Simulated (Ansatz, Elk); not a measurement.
# BaTi2Cu2: X-ray structure factors from the self-consistent density

The structure of BaTi2Cu2 used here is made up (a known structure type with other elements) and was relaxed beforehand with PBEsol. The aim is the Fourier transform of its all-electron density, F(hkl), set beside the sum over free spherical atoms that refinements use.

Calculated with Elk 11.2.3 (patched build); DFT, PBE, all-electron APW+lo, Dirac cores, scalar-relativistic bands, static density, no spin.

The structure was built from a prototype and need not be the compound's stable phase.

## (1) The starting structure

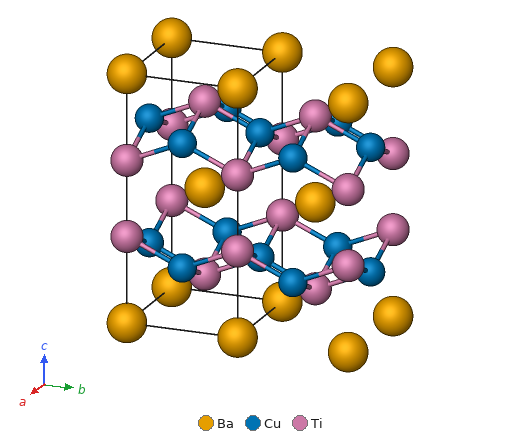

Start, viewed from a free direction; barium orange, copper blue, titanium pink. 1×2×1 cells are drawn. This picture shows the conventional cell, with its axes. Some periodic images of atoms are drawn too.

Structure file:

```cif
data_structure
_symmetry_space_group_name_H-M 'P 1'
_symmetry_Int_Tables_number 1
_cell_length_a 6.0084
_cell_length_b 6.0084
_cell_length_c 6.0084
_cell_angle_alpha 135.137
_cell_angle_beta 135.137
_cell_angle_gamma 65.317
_cell_volume 106.36
loop_
_atom_site_label
_atom_site_type_symbol
_atom_site_fract_x
_atom_site_fract_y
_atom_site_fract_z
_atom_site_occupancy
Ba1 Ba 0.00000 0.00000 0.00000 1
Cu2 Cu 0.25000 0.75000 0.50000 1
Cu3 Cu 0.75000 0.25000 0.50000 1
Ti4 Ti 0.34718 0.34718 0.00000 1
Ti5 Ti 0.65282 0.65282 0.00000 1
```

## (2) Ground state and structure factors

An all-electron density is needed, since X-rays see the cores too. Task 0 finds the density and task 195 Fourier-transforms it; tshift is off so that phases refer to the origin typed.

File elk.in:

```
tasks
  0
  195

xctype
  20

spinpol
  .false.

rgkmax
  7.0

gmaxvr
  14.0

lmaxo
  7

lmaxapw
  8

swidth
  0.002

tshift
  .false.

ramdisk
  .false.

hmaxvr
  5.5

maxscl
  120

epspot
  1e-06

sppath
  './'

avec
  -4.33252423671 4.33252423671 9.55916395485
  4.33252423671 -4.33252423671 9.55916395485
  4.33252423671 4.33252423671 -9.55916395485

atoms
  3
  'Ba.in'
  1
  0.0000000000 0.0000000000 0.0000000000   0.000000 0.000000 0.000000
  'Cu.in'
  2
  0.2500000000 0.7500000000 0.5000000000   0.000000 0.000000 0.000000
  0.7500000000 0.2500000000 0.5000000000   0.000000 0.000000 0.000000
  'Ti.in'
  2
  0.3471761189 0.3471761189 0.0000000000   0.000000 0.000000 0.000000
  0.6528238811 0.6528238811 0.0000000000   0.000000 0.000000 0.000000

ngridk
  7 7 7
```

Started as:

```bash
OMP_NUM_THREADS=4 elk
```

Numbers of over 12 decimals in the logs are rounded to 6 here.

Log:

```text
┌─────────────────────────┐
│ Elk code version 11.2.3 │
└─────────────────────────┘

All units are atomic (Hartree, Bohr, etc.)

┌─────────────────────────────────────────────────┐
│ Ground-state run starting from atomic densities │
└─────────────────────────────────────────────────┘

Lattice vectors :
  -4.332524237       4.332524237       9.559163955
   4.332524237      -4.332524237       9.559163955
   4.332524237       4.332524237      -9.559163955

Reciprocal lattice vectors :
 -0.1644714043E-16  0.7251183102      0.3286472194
  0.7251183102     -0.1644714043E-16  0.3286472194
  0.7251183102      0.7251183102     -0.1315916555E-16

Unit cell volume      :    717.7313290
Brillouin zone volume :   0.3456031574

Muffin-tin inner radius fraction :   0.1000000000E-01

Nuclei treated as point charges

Species : 1 (Ba)
 parameters loaded from : Ba.in
 name : barium
 nuclear charge    :   -56.00000000
 electronic charge :    56.00000000
 atomic mass :    250331.8071
 muffin-tin radius :    2.800000000
 number of radial points in muffin-tin :   1393
 inner part over the whole radius :   0.9950032293E-02
 number on inner part of muffin-tin    :    996
 approximate nuclear radius :   0.9171481901E-04
 number of mesh points to nuclear radius :    504
 atomic positions (lattice), magnetic fields (Cartesian) :
  1 :   0.00000000  0.00000000  0.00000000    0.00000000  0.00000000  0.00000000

Species : 2 (Cu)
 parameters loaded from : Cu.in
 name : copper
 nuclear charge    :   -29.00000000
 electronic charge :    29.00000000
 atomic mass :    115837.2717
 muffin-tin radius :    2.332029590
 number of radial points in muffin-tin :    993
 inner part over the whole radius :   0.9977102928E-02
 number on inner part of muffin-tin    :    701
 approximate nuclear radius :   0.7406004541E-04
 number of mesh points to nuclear radius :    337
 atomic positions (lattice), magnetic fields (Cartesian) :
  1 :   0.25000000 -0.25000000  0.50000000    0.00000000  0.00000000  0.00000000
  2 :  -0.25000000  0.25000000  0.50000000    0.00000000  0.00000000  0.00000000

Species : 3 (Ti)
 parameters loaded from : Ti.in
 name : titanium
 nuclear charge    :   -22.00000000
 electronic charge :    22.00000000
 atomic mass :    87256.20317
 muffin-tin radius :    2.332029590
 number of radial points in muffin-tin :    993
 inner part over the whole radius :   0.9914826238E-02
 number on inner part of muffin-tin    :    698
 approximate nuclear radius :   0.6805665174E-04
 number of mesh points to nuclear radius :    325
 atomic positions (lattice), magnetic fields (Cartesian) :
  1 :   0.34717612  0.34717612  0.00000000    0.00000000  0.00000000  0.00000000
  2 :  -0.34717612 -0.34717612  0.00000000    0.00000000  0.00000000  0.00000000

Total number of atoms per unit cell :    5
Total muffin-tin volume :    304.4483282
 ratio of muffin-tin to unit cell volume :   0.4241814672

Spin treatment :
 spin-unpolarised

Number of Bravais lattice symmetries :   16
Number of crystal symmetries         :   16
Crystal has inversion symmetry
Real symmetric eigensolver will be used

k-point grid :      7     7     7
k-point offset :    0.000000000       0.000000000       0.000000000
k-point set is reduced with full crystal symmetry group
Total number of k-points :       40

Muffin-tin radius times maximum |G+k| :    7.000000000
 using average radius
Maximum |G+k| for APW functions       :    2.885855741
Maximum (1/2)|G+k|²                   :    4.164081679
Maximum |G| for potential and density :    14.00000000
Constant for pseudocharge density :   10
 order of it for each species :   17  17  17
 order of it for pair densities of each species (exact exchange by exxq0 0: 18) :   13   9   9
Radial integration step length :    1

G-vector grid sizes :     54    54    54
Number of G-vectors :    33323

Maximum angular momentum used for
 APW functions            :    8
 outer part of muffin-tin :    7
 inner part of muffin-tin :    2

Total nuclear charge    :   -158.0000000
[...]
correlation                 :     -7.722815
 electron entropic           :    -0.23382956380498E-02
 total energy                :     -13155.348320517

Density of states at Fermi energy :    180.0462419
 (states/Hartree/unit cell)

Estimated indirect band gap :   0.5462695984E-03
 from k-point 21 to k-point 26
Estimated direct band gap   :   0.4469162671E-02
 at k-point 9

Charges :
 core                        :    80.00000000
 valence                     :    78.00000000
 interstitial                :    9.120712774
 muffin-tins (core leakage)
  species : 1 (Ba)
   atom 1                    :    53.93784585     (  0.5164988885E-05)
  species : 2 (Cu)
[...]
species : 3 (Ti)
[...]
total in muffin-tins        :    148.8792872
 total calculated charge     :    157.9993829
 total charge                :    158.0000000
 error                       :   0.6171305067E-03

RMS change in Kohn-Sham potential (target) :   0.7302143119     (  0.1000000000E-05)
Absolute change in total energy (target)   :    1.111394825     (  0.1000000000E-03)

[... loops 3 to 18 left out ...]

┌──────────────────┐
│ Loop number : 19 │
└──────────────────┘

Energies :
 Fermi                       :     0.245066
 sum of occupied eigenvalues :     -7904.5417268966
 electron kinetic            :      13778.990949163
 core electron kinetic       :      13007.395032330
 Coulomb                     :     -26518.006323851
 Coulomb potential           :     -21139.461952534
 nuclear-nuclear             :     -1468.6070167552
 electron-nuclear            :     -28994.167541984
 Hartree                     :      3944.7682348873
 Madelung                    :     -15948.275347584
 xc potential                :     -544.07072352556
 exchange                    :     -410.19732209392
 correlation                 :     -7.741511
 electron entropic           :    -0.20603738279628E-02
 total energy                :     -13156.956268114

Density of states at Fermi energy :    146.8446261
 (states/Hartree/unit cell)

Estimated indirect band gap :   0.2387964253E-03
 from k-point 33 to k-point 9
Estimated direct band gap   :   0.3590800550E-02
 at k-point 33

Charges :
 core                        :    80.00000000
 valence                     :    78.00000000
 interstitial                :    7.607739285
 muffin-tins (core leakage)
  species : 1 (Ba)
[...]
species : 2 (Cu)
[...]
species : 3 (Ti)
[...]
total in muffin-tins        :    150.3922607
 total calculated charge     :    157.9995044
 total charge                :    158.0000000
 error                       :   0.4956319718E-03

RMS change in Kohn-Sham potential (target) :   0.4226670654E-06 (  0.1000000000E-05)
Absolute change in total energy (target)   :   0.7675480447E-06 (  0.1000000000E-03)

Convergence targets achieved

┌──────────────────┐
│ Loop number : 20 │
└──────────────────┘

Energies :
 Fermi                       :     0.245066
 sum of occupied eigenvalues :     -7904.5417000451
 electron kinetic            :      13778.990983375
 core electron kinetic       :      13007.395046415
 Coulomb                     :     -26518.006327168
 Coulomb potential           :     -21139.461938751
 nuclear-nuclear             :     -1468.6070167552
 electron-nuclear            :     -28994.167559949
 Hartree                     :      3944.7682495361
 Madelung                    :     -15948.275357792
 xc potential                :     -544.07074466869
 exchange                    :     -410.19732222414
 correlation                 :     -7.741511
 electron entropic           :    -0.20603725118723E-02
 total energy                :     -13156.956237345

Density of states at Fermi energy :    146.8445272
 (states/Hartree/unit cell)

Estimated indirect band gap :   0.2388306972E-03
 from k-point 33 to k-point 9
Estimated direct band gap   :   0.3590831409E-02
 at k-point 33

Charges :
 core                        :    80.00000000
 valence                     :    78.00000000
 interstitial                :    7.607739392
 muffin-tins (core leakage)
  species : 1 (Ba)
[...]
species : 2 (Cu)
[...]
atom 2                    :    28.15895743     (  0.2280157325E-03)
  species : 3 (Ti)
   atom 1                    :    20.14844261     ( -0.2181072425E-06)
   atom 2                    :    20.14844261     ( -0.2181072425E-06)
 total in muffin-tins        :    150.3922606
 total calculated charge     :    157.9995044
 total charge                :    158.0000000
 error                       :   0.4956318203E-03

┌──────────────────────────────┐
│ Self-consistent loop stopped │
└──────────────────────────────┘

Warning : core states of species 2 leak from the muffin-tin :   0.2280157325E-03

Wrote STATE.OUT
```

It took 55 s on 4 threads of Arm Neoverse V2, shared host; peak memory 0.27 GiB.

SFACRHO.OUT:

```text

h k l indices transformed by vhmat matrix:
   1.000000000       0.000000000       0.000000000    
   0.000000000       1.000000000       0.000000000    
   0.000000000       0.000000000       1.000000000    

      h      k      l  multipl.   |H|            Re(F)            Im(F)           |F|

      0      0      0      1   0.0000000       158.00000      0.47821052E-16   158.00000    
     -1     -1      1      2  0.65729444      -16.243209      0.74703923E-14   16.243209    
      0      1      0      8  0.79611906       28.418309      -0.0000000       28.418309    
      0      0     -1      4   1.0254721       32.584300     -0.53519804E-14   32.584300    
     -1     -1      2      8   1.2180431       82.145912     -0.12450654E-13   82.145912    
     -2     -1      1      8   1.2238781       77.299812      -0.0000000       77.299812    
     -2     -2      2      2   1.3145889       67.087153     -0.12450654E-13   67.087153    
      1     -1     -1      4   1.4502366       119.19960      0.38956662E-14   119.19960    
     -2      0      2      8   1.5922381      -11.229318      0.99605231E-14   11.229318    
      1     -2      0     16   1.6543856       24.793611      -0.0000000       24.793611    
     -3     -1      2      8   1.6672543      -23.204243     -0.18675981E-13   23.204243    
      3      2     -3      8   1.7961129       37.631910      -0.0000000       37.631910    
      2      1     -3     16   1.8976469       65.485071      -0.0000000       65.485071    
      3      1     -3      8   1.9573784       57.997377     -0.21166112E-13   57.997377    
     -3     -3      3      2   1.9718833       22.461794     -0.56027942E-13   22.461794    
      2     -2      0      4   2.0509443       102.61418      0.65093552E-16   102.61418    
      1      1     -3      8   2.1536965      -8.7776229     -0.14940785E-13   8.7776229    
      1     -2      2      8   2.2000405       22.636015     -0.12450654E-14   22.636015
```

Elk indexes on the primitive cell of elk.in and gives |H| = 4π sin θ/λ in inverse bohr. Below, one row stands for each form hkl of the conventional cell (m members, Friedel mates merged), F is for one primitive cell and the density is static (no thermal factor). Free-atom factors are Waasmaier and Kirfel's, and R is Σm||F|−|F'||/Σm|F|.

```tsv
hkl	m	sin θ/λ (Å⁻¹)	abs F, DFT	neutral atoms	diff.
002	2	0.099	16.243	16.387	-0.144
101	8	0.120	28.418	28.390	+0.029
110	4	0.154	32.584	32.142	+0.442
112	8	0.183	82.146	82.645	-0.499
103	8	0.184	77.300	77.581	-0.281
004	2	0.198	67.087	67.318	-0.231
200	4	0.218	119.200	120.174	-0.974
202	8	0.239	11.229	12.272	-1.043
211	16	0.249	24.794	24.773	+0.021
114	8	0.251	23.204	24.207	-1.002
105	8	0.270	37.632	37.777	-0.145
213	16	0.285	65.485	65.646	-0.161
204	8	0.294	57.997	58.624	-0.627
006	2	0.296	22.462	21.820	+0.642
220	4	0.308	102.614	103.249	-0.635
222	8	0.324	8.778	9.332	-0.554
301	8	0.331	22.636	22.765	-0.129
116	8	0.334	95.061	95.544	-0.483
310	8	0.345	24.276	23.857	+0.419
215	16	0.347	34.147	34.075	+0.072
312	16	0.359	62.972	63.283	-0.311
303	8	0.359	58.433	58.324	+0.109
```

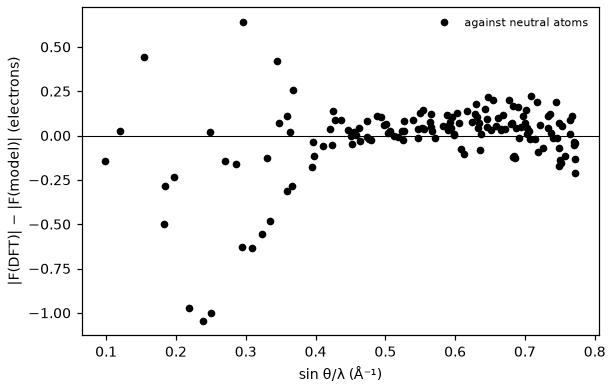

Difference between the calculated structure factors and the independent-atom ones.

## (3) The highest occupied states alone

An energy window below the Fermi level keeps the highest occupied states, to see at which angles they scatter; shallow core shells can lie inside it and anion s states outside. No new self-consistency is needed.

Edit elk.in of step 2 so:

```diff
@@ -1,3 +1,2 @@
 tasks
-  0
   195
@@ -40,2 +39,5 @@
 
+wsfac
+  -0.195930 0.545070
+
 sppath
```

Started as:

```bash
OMP_NUM_THREADS=4 elk
```

Log:

```text
┌─────────────────────────────────┐
│ Elk code version 11.2.3 started │
└─────────────────────────────────┘

Info(readinput): the functional depends on the density's gradient
 muffin-tin radial points multiplied by    2.00000
 (not where nrmtscf is given)

┌────────────────────┐
│ Current task : 195 │
└────────────────────┘
Info(checkmt): changed muffin-tin radius of species 2 (Cu) from   2.4000 to   2.3320
Info(checkmt): changed muffin-tin radius of species 3 (Ti) from   2.4000 to   2.3320

Info(sfacrho): density structure factors written to SFACRHO.OUT

 Energy window :  -0.1959300000      0.5450700000

┌──────────────────┐
│ Elk code stopped │
└──────────────────┘
```

Wall time 13 s (4 threads); peak memory 0.18 GiB; 17 s of CPU time.

States within 12 eV below the Fermi level hold 32.00 electrons; any levels below the window count with the cores. Their amplitudes can exceed the total, where window and core parts have opposite phase:

```tsv
hkl	sin θ/λ (Å⁻¹)	abs F, window	abs F, all
002	0.099	20.099	16.243
101	0.120	1.954	28.418
110	0.154	13.088	32.584
112	0.183	13.755	82.146
103	0.184	1.808	77.300
004	0.198	12.652	67.087
200	0.218	13.998	119.200
202	0.239	11.646	11.229
211	0.249	0.636	24.794
114	0.251	11.738	23.204
```

## (4) Another functional

The difference from free atoms is small, so it is set against the change that PBEsol makes.

Edit elk.in of step 3 so:

```diff
@@ -1,2 +1,3 @@
 tasks
+  0
   195
@@ -4,3 +5,3 @@
 xctype
-  20
+  22
 
@@ -39,5 +40,2 @@
 
-wsfac
-  -0.195930 0.545070
-
 sppath
```

Started as:

```bash
OMP_NUM_THREADS=4 elk
```

Log:

```text
┌─────────────────────────┐
│ Elk code version 11.2.3 │
└─────────────────────────┘

All units are atomic (Hartree, Bohr, etc.)

┌─────────────────────────────────────────────────┐
│ Ground-state run starting from atomic densities │
└─────────────────────────────────────────────────┘

Lattice vectors :
  -4.332524237       4.332524237       9.559163955
   4.332524237      -4.332524237       9.559163955
   4.332524237       4.332524237      -9.559163955

Reciprocal lattice vectors :
 -0.1644714043E-16  0.7251183102      0.3286472194
[...]
species : 1 (Ba)
[...]
species : 2 (Cu)
[...]
species : 3 (Ti)
   atom 1                    :    20.14519140     ( -0.2180897276E-06)
   atom 2                    :    20.14519140     ( -0.2180897276E-06)
 total in muffin-tins        :    150.3776246
 total calculated charge     :    157.9995053
 total charge                :    158.0000000
 error                       :   0.4947059613E-03

┌──────────────────────────────┐
│ Self-consistent loop stopped │
└──────────────────────────────┘

Warning : core states of species 2 leak from the muffin-tin :   0.2324225217E-03

Wrote STATE.OUT
[key lines of the parts left out:]
total energy                :     -13149.185761561
```

Elapsed: 53 s, on 4 threads; peak memory 0.28 GiB.

Against the first run R = 0.02 %; the largest change is -0.038 at 200.

## (5) Basis size

A smaller basis shows how fast F responds to it; the change is likely larger than the basis error of the first run, but doesn't show convergence.

Edit elk.in of step 4 so:

```diff
@@ -5,3 +5,3 @@
 xctype
-  22
+  20
 
@@ -11,3 +11,3 @@
 rgkmax
-  7.0
+  5.5
```

Started as:

```bash
OMP_NUM_THREADS=4 elk
```

Log:

```text
┌─────────────────────────┐
│ Elk code version 11.2.3 │
└─────────────────────────┘

All units are atomic (Hartree, Bohr, etc.)

┌─────────────────────────────────────────────────┐
│ Ground-state run starting from atomic densities │
└─────────────────────────────────────────────────┘

Lattice vectors :
  -4.332524237       4.332524237       9.559163955
   4.332524237      -4.332524237       9.559163955
   4.332524237       4.332524237      -9.559163955

Reciprocal lattice vectors :
 -0.1644714043E-16  0.7251183102      0.3286472194
[...]
species : 1 (Ba)
[...]
species : 2 (Cu)
[...]
species : 3 (Ti)
   atom 1                    :    20.08693535     ( -0.2181088110E-06)
   atom 2                    :    20.08693535     ( -0.2181088110E-06)
 total in muffin-tins        :    150.1402281
 total calculated charge     :    157.9990866
 total charge                :    158.0000000
 error                       :   0.9134207294E-03

┌──────────────────────────────┐
│ Self-consistent loop stopped │
└──────────────────────────────┘

Warning : core states of species 2 leak from the muffin-tin :   0.2282622346E-03

Wrote STATE.OUT
[key lines of the parts left out:]
total energy                :     -13156.753058938
```

Elapsed: 48 s, on 4 threads; peak memory 0.25 GiB.

Against the first run R = 0.04 %; the largest change is -0.112 at 200.

## (6) Settings against the effect

```tsv
run	R against the first run (%)	R against neutral atoms, low angle (%)	wall time
PBE, rgkmax 7	0.00	0.82	55 s
PBEsol	0.02	0.85	53 s
rgkmax 5.5	0.04	0.88	48 s
```

## (7) Outcome

| Quantity | Value |
| --- | --- |
| R against neutral atoms, sin θ/λ < 0.3 Å⁻¹ | 0.82 % |
| R against neutral atoms, 0.3 to 0.77 Å⁻¹ | 0.29 % |

What this shows: Independent neutral atoms miss the calculated amplitudes by R = 0.82 % below 0.3 Å⁻¹ and 0.29 % from there to 0.77 Å⁻¹; by shells, 0.20 % below 0.15 Å⁻¹ (2 forms), 0.86 % 0.15 to 0.3 (12 forms), 0.48 % 0.3 to 0.45 (21 forms), 0.26 % above 0.45 (114 forms). Bonding, aspherical density and the tables' own atoms all enter these figures, and the runs don't part them. The largest change of an amplitude is -1.04 electrons, at 202. The window's part falls from 32.0 electrons at the origin to at most 5.28 between 0.45 and 0.77 Å⁻¹, where compact states inside the window still scatter. Below 0.3 Å⁻¹ the changes that finished (PBEsol and rgkmax 5.5) move F by R = 0.06 % at most, against the 0.82 % that separates it from free atoms. The k-mesh has no finished test. These runs have no spin, though d or f shells may be open. Part of the difference isn't bonding: the tables are fits to free atoms and ions calculated by other methods than this functional. Thermal motion, anomalous dispersion and extinction are left out.

[Logs are printed without paths, hosts, clocks, repeated set-up lines and the standing remarks that a program may print on its own settings, such as how far it seeks lower states.]

[Hosts, paths, dates, database ids (printed as entryN), source tags and the programs' standing remarks are cut or masked in the printed files.]
